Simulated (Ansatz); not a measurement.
FHOSi₃

```yaml
atoms:
  - { symbol: F, position_ang: [-3.2796, 1.4919, -2.1075] }
  - { symbol: O, position_ang: [-1.4332, 2.3844, -0.4209] }
  - { symbol: Si, position_ang: [-1.9679, 1.4806, -3.4508] }
  - { symbol: Si, position_ang: [-2.0239, 0.8278, -0.7843] }
  - { symbol: Si, position_ang: [-0.6381, 2.5814, -1.9324] }
  - { symbol: H, position_ang: [0.8501, 2.5288, -1.7715] }
```

Geometry: B3LYP-D3(BJ)/def2-SVP.

Level of theory: Ansatz 0.2.0, isolated molecule in a Gaussian basis; Kohn-Sham density functional theory, functional PBE0.

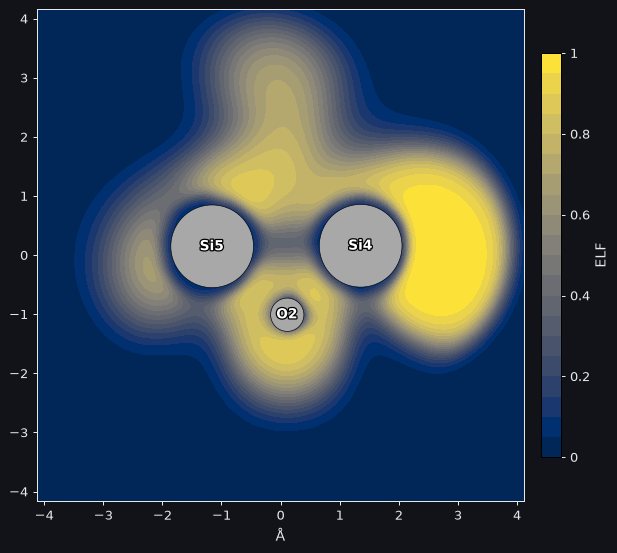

Figure 1. ELF on the plane of atoms Si4, O2 and Si5. Grey discs cover the atomic cores.

> Read the bonding off the picture.

The section cuts through O and Si sites.
Si–O (1.70 Å): the ELF peaks at about 0.85 between the atoms; a polar covalent bond.
The ELF also peaks beside O2 and Si4, away from the bonds: lone-pair regions.

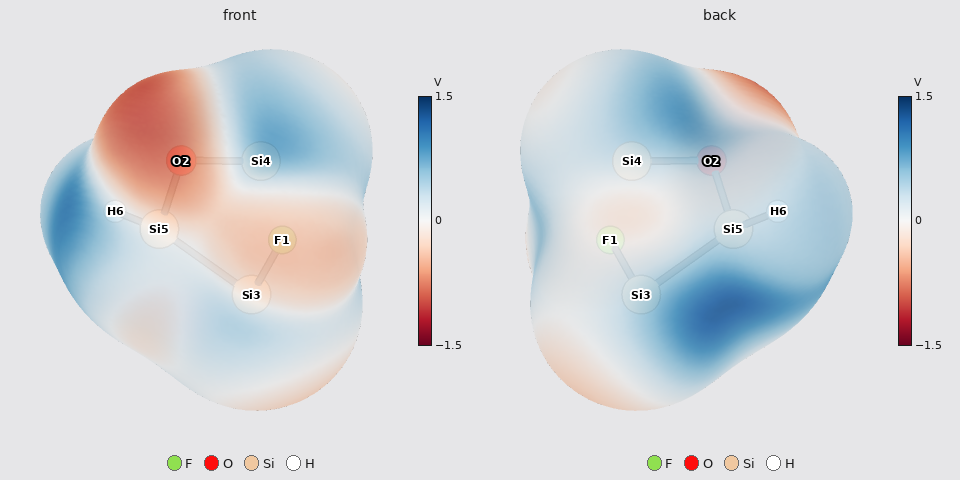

Figure 2. The electrostatic potential painted on the density surface at 0.001 e/bohr³, seen from the front and from behind; red is negative and blue positive.

> Which sites attract a positive test charge, and which a negative one?

A positive charge is drawn to the negative regions and a negative charge to the positive ones. The most negative region (about −0.9 V) lies over O2, the most positive (about +1.2 V) over Si3 and Si5.

> What dipole moment does the calculation give?

Its dipole moment is 1.04 D.

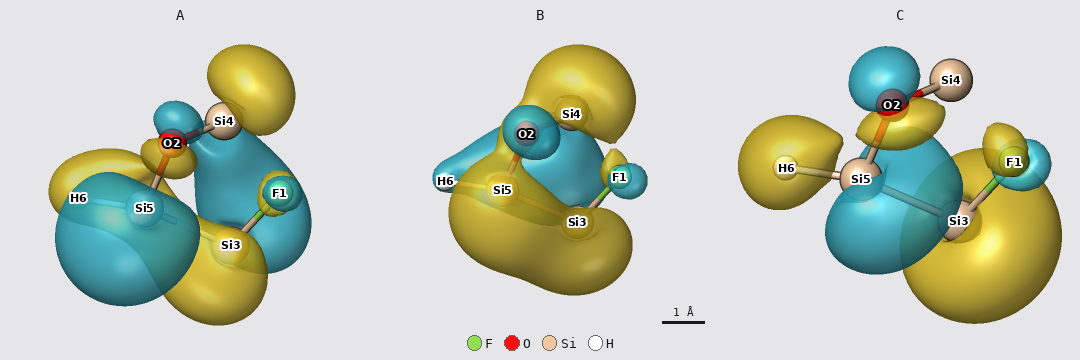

Figure 3. Three frontier orbitals at ±0.08 Å⁻³ᐟ² (yellow and cyan are the two phases), in no order.

> Which picture is the HOMO−1, the HOMO and the LUMO?

C is the HOMO−1 (−7.15 eV). Its weight (Hirshfeld) is mainly on Si3 (about 55 %), Si5 (about 25 %), O2 (about 5 %) and H6 (about 5 %). B is the HOMO (−6.28 eV). Its weight (Hirshfeld) is mainly on Si5 (about 35 %), Si3 (about 30 %), Si4 (about 25 %) and O2 (about 5 %); π-bonding across Si5–Si3. A is the LUMO (−2.34 eV). Its weight (Hirshfeld) is mainly on Si5 (about 45 %), Si3 (about 30 %) and Si4 (about 15 %).

> What is the HOMO–LUMO gap?

3.94 eV between the orbital energies.
